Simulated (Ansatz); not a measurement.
# Molecular dynamics, with input and output: CH4NSi (charge +1) (part 2 of 2)

CH4NSi, charge +1, SMILES [NH2+]=C=[SiH2]; RKS PBE-D4/def2-SVP (Ansatz 0.2.0). One setting was made poor on purpose. It belongs to a series of runs on one base structure; here: dynamics from the start.

**Log, continued**
```
md step    92: t =   184.00 fs  T =   200.6 K  F+E_penalty+E_count = -10448.53605625 eV  E_kin = 0.129659 eV  conserved = -10448.40639740 eV  (29 SCF iters, 5 dispersion substeps)
md step    93: t =   186.00 fs  T =   170.9 K  F+E_penalty+E_count = -10448.50392048 eV  E_kin = 0.110476 eV  conserved = -10448.39344418 eV  (28 SCF iters, 5 dispersion substeps)
md step    94: t =   188.00 fs  T =   171.2 K  F+E_penalty+E_count = -10448.50189027 eV  E_kin = 0.110655 eV  conserved = -10448.39123576 eV  (29 SCF iters, 5 dispersion substeps)
md step    95: t =   190.00 fs  T =   226.0 K  F+E_penalty+E_count = -10448.55467385 eV  E_kin = 0.146044 eV  conserved = -10448.40863023 eV  (29 SCF iters, 5 dispersion substeps)
md step    96: t =   192.00 fs  T =   150.8 K  F+E_penalty+E_count = -10448.48345043 eV  E_kin = 0.097480 eV  conserved = -10448.38597029 eV  (29 SCF iters, 5 dispersion substeps)
md step    97: t =   194.00 fs  T =   146.2 K  F+E_penalty+E_count = -10448.49461215 eV  E_kin = 0.094507 eV  conserved = -10448.40010505 eV  (29 SCF iters, 5 dispersion substeps)
md step    98: t =   196.00 fs  T =   134.1 K  F+E_penalty+E_count = -10448.47682458 eV  E_kin = 0.086694 eV  conserved = -10448.39013064 eV  (28 SCF iters, 5 dispersion substeps)
md step    99: t =   198.00 fs  T =   173.3 K  F+E_penalty+E_count = -10448.51574224 eV  E_kin = 0.111979 eV  conserved = -10448.40376305 eV  (29 SCF iters, 5 dispersion substeps)
these checks for a lower state are left out or cut short: starts, cluster_reference, orbital_swaps, neighbouring_geometries, increment
758 factors; their error is unknown
mean field -10448.36546473 eV, -383.9703486724 hartree, gradient 1.4e-5 eV, S^2 0.000000; 0 other end points of the search recorded, 0 dependent functions left out
the calculation of the forces begins
reference -10448.36549470 eV, -383.9703497737 hartree; 15, 15 occupied and 51, 51 virtual orbitals, 758 factors
758 factors; their error is unknown
mean field evaluation 832: about -10448.3381 eV, gradient 5.7e0 eV
mean field -10448.36546473 eV, -383.9703486724 hartree, gradient 1.7e-5 eV, S^2 0.000000; 1 other end points of the search recorded, 0 dependent functions left out
the calculation of the forces begins
reference -10448.36549470 eV, -383.9703497737 hartree; 15, 15 occupied and 51, 51 virtual orbitals, 758 factors
md step   100: t =   200.00 fs  T =    95.9 K  F+E_penalty+E_count = -10448.45507433 eV  E_kin = 0.061984 eV  conserved = -10448.39309078 eV  (28 SCF iters, 5 dispersion substeps)
```

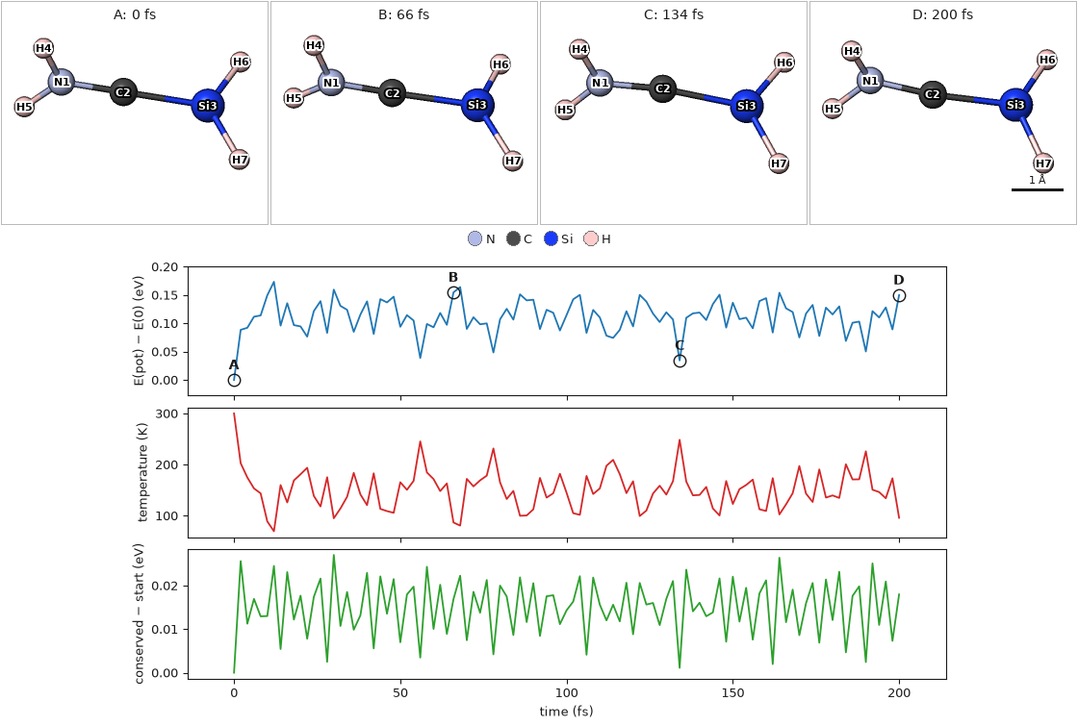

Figure 1. Frames of the molecular dynamics (ball-and-stick, seen at a tilt) above the curves, on which the letters mark them. The trajectory kept here has 101 frames over 200 fs. The temperature starts at 300 K, ranges from 70 to 300 K and averages 151 K over the second half. The potential energy ends 0.150 eV above its first value. The conserved quantity stays within 0.027 eV. After an unweighted best fit of the last frame on the first, the root-mean-square displacement is 0.06 Å.

```
Total energy: -10448.45510429 eV, -383.9736428656 hartree
Atom 0 at    -1.169592    -0.183995    -0.891967 Å, force     1.712187     0.948835    -0.706474 eV/Å
Atom 1 at    -0.114644    -0.066101    -0.167377 Å, force    -1.929631     0.147775    -0.795910 eV/Å
Atom 2 at     1.146976     0.204755     0.932751 Å, force    -0.172687     0.777079     1.111150 eV/Å
Atom 3 at    -1.774927    -0.993382    -0.869494 Å, force    -0.740996    -0.944741     0.290529 eV/Å
Atom 4 at    -1.336750     0.426964    -1.741483 Å, force     0.051226    -0.159476     0.757395 eV/Å
Atom 5 at     0.825324     1.076732     2.142503 Å, force     0.130057    -0.400476    -0.512131 eV/Å
Atom 6 at     2.418153    -0.256195     0.445570 Å, force     0.949843    -0.368996    -0.144559 eV/Å
Dipole moment:    -0.291448    -0.053988    -0.244090 e Å
```

**Trajectory as extended XYZ (Å, eV, eV/Å), 14 of the 101 frames kept, from step=0 to step=100**
```
7
Properties=species:S:1:pos:R:3:forces:R:3 step=0 time_fs=0.0 energy=-10448.60496 temperature=300.0
N    -1.1508   -0.2092   -0.9223    0.0018  -0.0002   0.0014
C    -0.1701   -0.0319   -0.1371    0.0026   0.0018   0.0043
Si    1.1603    0.2107    0.9295   -0.0026  -0.0011  -0.0029
H    -1.8044   -1.0125   -0.8290   -0.0031   0.0006   0.0014
H    -1.3624    0.4379   -1.7082    0.0005  -0.0011  -0.0049
H     0.8861    1.0319    2.1366   -0.0001  -0.0015   0.0020
H     2.4413   -0.4270    0.5306    0.0008   0.0017  -0.0012
7
Properties=species:S:1:pos:R:3:forces:R:3 step=8 time_fs=16.0 energy=-10448.46938 temperature=126.0
N    -1.1320   -0.2280   -0.9131   -0.3615   1.3223  -1.9242
C    -0.2035    0.0341   -0.1110    0.8066  -0.1457   0.2984
Si    1.1603    0.2002    0.9141   -0.6427   0.8719   1.2644
H    -1.6367   -1.1146   -0.8829   -0.6603  -0.5223   0.0960
H    -1.3539    0.4093   -1.7638    0.1724  -0.8948   1.1524
H     0.9058    1.0176    2.1783    0.1526  -0.3811  -0.5585
H     2.3834   -0.5143    0.5892    0.5329  -0.2503  -0.3285
7
Properties=species:S:1:pos:R:3:forces:R:3 step=15 time_fs=30.0 energy=-10448.44543 temperature=95.0
N    -1.1251   -0.2486   -0.9501   -1.0838  -1.2764   1.6422
C    -0.2128    0.0461   -0.1289    1.3017  -0.0203   0.6876
Si    1.1688    0.2031    0.9383   -1.3145   0.4922   0.2100
H    -1.8413   -1.0034   -0.7411    0.6879   0.2325  -0.2635
H    -1.4139    0.3511   -1.6932   -0.2676   1.1273  -1.5345
H     1.0048    0.9898    2.2338    0.0991  -0.3018  -0.6257
H     2.3242   -0.4766    0.3719    0.5771  -0.2535  -0.1162
7
Properties=species:S:1:pos:R:3:forces:R:3 step=23 time_fs=46.0 energy=-10448.46800 temperature=109.0
N    -1.1505   -0.2199   -0.9094   -0.1291  -0.4518  -1.3065
C    -0.1703    0.0217   -0.1510   -0.0146   0.2722   0.4933
Si    1.1494    0.1968    0.9376   -0.3005   0.8012   0.9823
H    -1.7296   -1.0886   -0.8559    0.0172   0.2021   0.2690
H    -1.2895    0.2885   -1.8232   -0.0855   0.0698   0.6210
H     1.1226    1.0760    2.2050   -0.2077  -0.4884  -0.8074
H     2.3585   -0.3488    0.3627    0.7202  -0.4051  -0.2517
7
Properties=species:S:1:pos:R:3:forces:R:3 step=31 time_fs=62.0 energy=-10448.48661 temperature=148.1
N    -1.1380   -0.2311   -0.9216   -0.2738   2.0037  -0.5871
C    -0.1674    0.0201   -0.1437    0.0422  -0.3174  -0.4645
Si    1.1575    0.1902    0.9305   -0.4425   0.8915   0.8938
H    -1.7659   -1.0184   -0.7847   -0.5359  -0.8054   0.0680
H    -1.4887    0.4996   -1.6359    0.5967  -1.0560   0.6483
H     0.8308    1.1811    2.0512    0.2561  -0.5860  -0.4139
H     2.4518   -0.3731    0.5393    0.3571  -0.1303  -0.1446
7
Properties=species:S:1:pos:R:3:forces:R:3 step=38 time_fs=76.0 energy=-10448.50506 temperature=178.4
N    -1.1794   -0.2086   -0.9171    1.0125  -1.4295   2.0523
C    -0.1425   -0.0112   -0.1744   -0.7720  -0.2977  -0.6523
Si    1.1697    0.2003    0.9358   -1.0787   0.6782   0.5548
H    -1.8148   -1.0522   -0.7620    0.5124   0.8707  -0.2544
H    -1.4117    0.4157   -1.6712   -0.4259   0.7739  -1.0516
H     0.7090    1.0743    2.1074    0.3793  -0.4310  -0.5094
H     2.4851   -0.3714    0.6504    0.3725  -0.1646  -0.1395
7
Properties=species:S:1:pos:R:3:forces:R:3 step=46 time_fs=92.0 energy=-10448.51503 temperature=173.9
N    -1.1742   -0.1894   -0.8894    0.4539   0.0014  -0.6453
C    -0.1049   -0.0636   -0.1977   -1.3377   0.2001  -0.2458
Si    1.1462    0.2163    0.9311    0.9355  -0.2312   0.3258
H    -1.8519   -0.9753   -0.7326    0.2539   0.2654  -0.0747
H    -1.3794    0.4062   -1.7499    0.1033  -0.3758   0.8792
H     0.8470    0.9332    2.2096   -0.1270   0.0614  -0.2569
H     2.4865   -0.3873    0.6225   -0.2819   0.0786   0.0177
7
Properties=species:S:1:pos:R:3:forces:R:3 step=54 time_fs=108.0 energy=-10448.48127 temperature=142.4
N    -1.1485   -0.2050   -0.9163    0.6057   2.0810  -0.1924
C    -0.1378   -0.0654   -0.1535   -0.6502  -0.1130  -0.4346
Si    1.1534    0.2164    0.9295    1.0873  -0.7035  -0.5839
H    -1.8299   -0.9339   -0.7896   -0.8443  -1.1819   0.0865
H    -1.4580    0.5738   -1.5731    0.4130  -0.7939   0.2752
H     0.7537    1.0261    2.0732   -0.0170   0.2682   0.5376
H     2.4715   -0.4539    0.5282   -0.5945   0.4431   0.3117
7
Properties=species:S:1:pos:R:3:forces:R:3 step=62 time_fs=124.0 energy=-10448.46654 temperature=110.0
N    -1.1694   -0.1872   -0.9257    0.5146  -1.3600   0.3417
C    -0.1985   -0.0594   -0.1134    0.5073   0.1191   0.1582
Si    1.1719    0.2113    0.9273    0.3725  -0.6192  -0.9707
H    -1.7184   -1.0809   -0.9909   -0.0727   0.4718   0.2720
H    -1.2843    0.4277   -1.7277   -0.2666   0.7355  -0.5891
H     0.8693    1.0338    2.0714   -0.2063   0.4511   0.7867
H     2.5662   -0.3439    0.6001   -0.8489   0.2017   0.0012
7
Properties=species:S:1:pos:R:3:forces:R:3 step=69 time_fs=138.0 energy=-10448.48736 temperature=139.8
N    -1.1199   -0.2152   -0.9431   -1.5348   0.7276  -1.0123
C    -0.2155   -0.0491   -0.0933    1.2945   0.1038   0.7906
Si    1.1605    0.2187    0.9248    0.7736  -0.8273  -1.2041
H    -1.8814   -0.9160   -0.8398    0.2066  -0.3268  -0.0743
H    -1.3229    0.4789   -1.7195    0.2854  -0.4348   0.4514
H     0.9855    0.9186    2.1713   -0.1985   0.5049   0.7409
H     2.4856   -0.3837    0.4147   -0.8269   0.2526   0.3079
7
Properties=species:S:1:pos:R:3:forces:R:3 step=77 time_fs=154.0 energy=-10448.49499 temperature=160.0
N    -1.1238   -0.2094   -0.9280    0.1027   1.4029  -1.4067
C    -0.2042   -0.0446   -0.0937    0.6700   0.2989   0.9179
Si    1.1568    0.2264    0.9233    0.4603  -0.7567  -0.8958
H    -1.7107   -1.0220   -0.9263   -1.0382  -1.2656   0.0457
H    -1.2883    0.4533   -1.7342    0.0118  -0.3188   0.4643
H     0.9906    0.8844    2.2121   -0.0354   0.2648   0.4689
H     2.2955   -0.5674    0.3112   -0.1713   0.3746   0.4057
7
Properties=species:S:1:pos:R:3:forces:R:3 step=85 time_fs=170.0 energy=-10448.52991 temperature=197.2
N    -1.1431   -0.2110   -0.9473   -0.1636  -1.1290   0.5769
C    -0.2244   -0.0259   -0.0903    0.6872  -0.1088   0.1262
Si    1.1730    0.2175    0.9205   -0.6543   0.1697   0.2568
H    -1.7058   -1.1181   -0.9593    0.2921   0.9640  -0.0121
H    -1.3522    0.4777   -1.6782   -0.1949   0.2477  -0.4727
H     0.9831    0.9250    2.2245   -0.1057  -0.0708  -0.1808
H     2.4217   -0.4897    0.5799    0.1390  -0.0728  -0.2942
7
Properties=species:S:1:pos:R:3:forces:R:3 step=92 time_fs=184.0 energy=-10448.53606 temperature=200.6
N    -1.1440   -0.2165   -0.9469    0.9495   1.3832   0.8225
C    -0.1866   -0.0311   -0.1003   -0.9393  -0.4400  -1.3917
Si    1.1676    0.2084    0.9253   -0.1927   0.3066   0.4125
H    -1.8521   -0.9412   -0.8171   -0.3097  -0.7033  -0.0243
H    -1.3801    0.4879   -1.6938    0.2437  -0.3690   0.3153
H     0.8149    0.9679    2.1634    0.1605  -0.0544  -0.1026
H     2.4773   -0.3279    0.4979    0.0880  -0.1231  -0.0317
7
Properties=species:S:1:pos:R:3:forces:R:3 step=100 time_fs=200.0 energy=-10448.45507 temperature=95.9
N    -1.1696   -0.1840   -0.8920    1.7122   0.9488  -0.7065
C    -0.1146   -0.0661   -0.1674   -1.9296   0.1478  -0.7959
Si    1.1470    0.2048    0.9328   -0.1727   0.7771   1.1112
H    -1.7749   -0.9934   -0.8695   -0.7410  -0.9447   0.2905
H    -1.3368    0.4270   -1.7415    0.0512  -0.1595   0.7574
H     0.8253    1.0767    2.1425    0.1301  -0.4005  -0.5121
H     2.4182   -0.2562    0.4456    0.9498  -0.3690  -0.1446
```

The run was set up as follows.

**The input**
```yaml
crystal:
  periodic: [false, false, false]
  atoms:
    - { symbol: "N", position_ang: [-1.150787, -0.209168, -0.922293] }
    - { symbol: C, position_ang: [-0.170129, -0.031872, -0.137125] }
    - { symbol: Si, position_ang: [1.160292, 0.210703, 0.929451] }
    - { symbol: H, position_ang: [-1.804416, -1.012471, -0.828994] }
    - { symbol: H, position_ang: [-1.362426, 0.437883, -1.708228] }
    - { symbol: H, position_ang: [0.886136, 1.031912, 2.13662] }
    - { symbol: H, position_ang: [2.44133, -0.426987, 0.530569] }
total_charge: 1
basis:
  gaussian: { orbitals: def2-SVP }
hamiltonian:
  xc: pbe
  dispersion: d4
md:
  timestep: 2.0
  n_steps: 100
  ensemble: nve
  temperature: 300.0
  initial_velocities: maxwell_boltzmann
  seed: 574555
```

Run as:
```bash
ansatz run input.yaml --threads 1 --pin off --max-ram 2048MiB --backend cpu --events-out ev --progress --plain --runs-dir out
```

**Key numbers**

- outcome: finished
- mean temperature over the second half: 151 K
- trajectory: 100 steps, 200 fs
- ensemble: nve
- temperature in the input: 300.0 K
- time step: 2.0 fs
- potential energy (last step): −10448.4551 eV
- mean-field energy (last step): −10448.3655 eV
- largest force (length of the vector) (last step): 2.093 eV/Å
- hardware: 1 thread of Arm Neoverse V1, 24 GiB of memory available, shared host
- wall time: 2.2 min
- peak memory: 0.1 GiB

**Notes**

A deliberately poor setting: time step. So short a trajectory is not equilibrated.
